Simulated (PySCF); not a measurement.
```yaml
atoms:
  - { symbol: O, position_ang: [1.5869, -1.0800, 0.3121] }
  - { symbol: C, position_ang: [1.2324, 0.0352, 0.1585] }
  - { symbol: C, position_ang: [-0.1836, 0.4977, -0.1027] }
  - { symbol: O, position_ang: [-1.0630, -0.5132, -0.4594] }
  - { symbol: H, position_ang: [-0.1577, 1.2498, -0.9066] }
  - { symbol: H, position_ang: [-0.4686, 1.0463, 0.8219] }
  - { symbol: H, position_ang: [-0.9124, -1.2650, 0.1262] }
```

Geometry: PBE0-D3(BJ)/def2-SVP.

Computed with UKS B3LYP, IGLO-III on C O, pcH-1 on H, non-relativistic, mean-field spin-orbit, GIAO in PySCF.

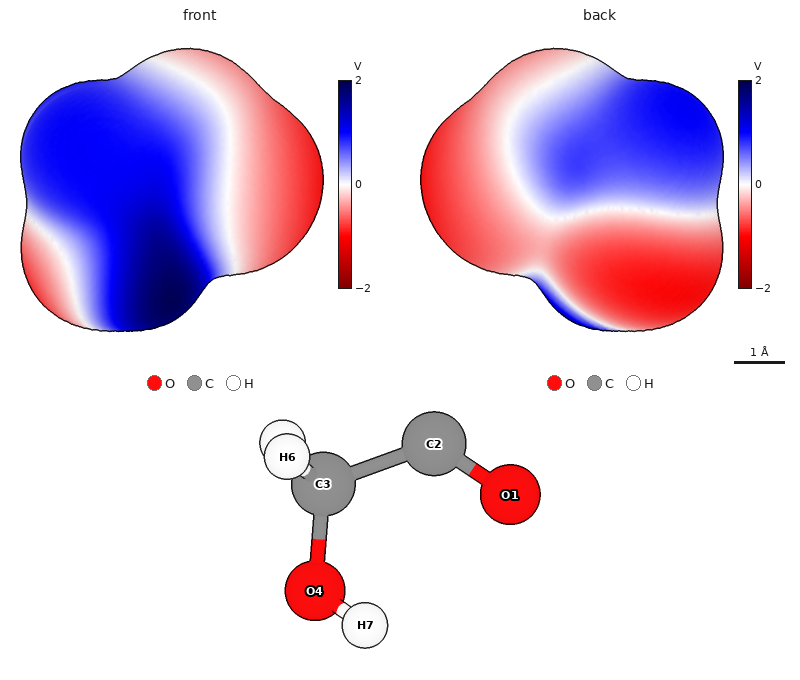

C₂H₃O₂ (SMILES O=[C]CO) (doublet). The molecular electrostatic potential painted on the density surface at 0.001 e/bohr³, seen from the front and from behind; the colour scale runs from red (negative) to blue (positive). The bare structure is drawn below in the same view.

Describe the electrostatic potential map.

The most negative region (about −1.0 V) lies over O1 and O4, the most positive (about +1.9 V) over H7.
